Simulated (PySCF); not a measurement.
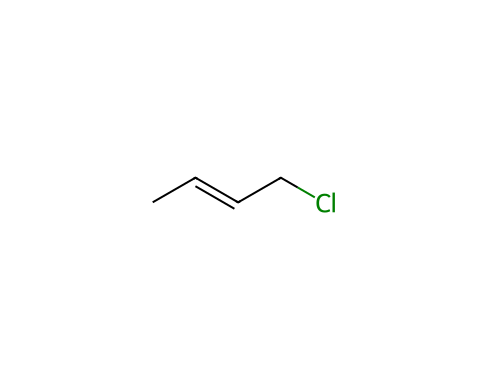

The picture comes from a calculation with PySCF.

2D structure.

Question: Transcribe the drawing into SMILES.

Answer: C/C=C/CCl

Question: Give the formula, hydrogens included.

Answer: C4H7Cl.

Question: An optimisation with PBE0-D3(BJ)/def2-SVP gave a structure of which point group?

Answer: C1. Other conformers may differ.
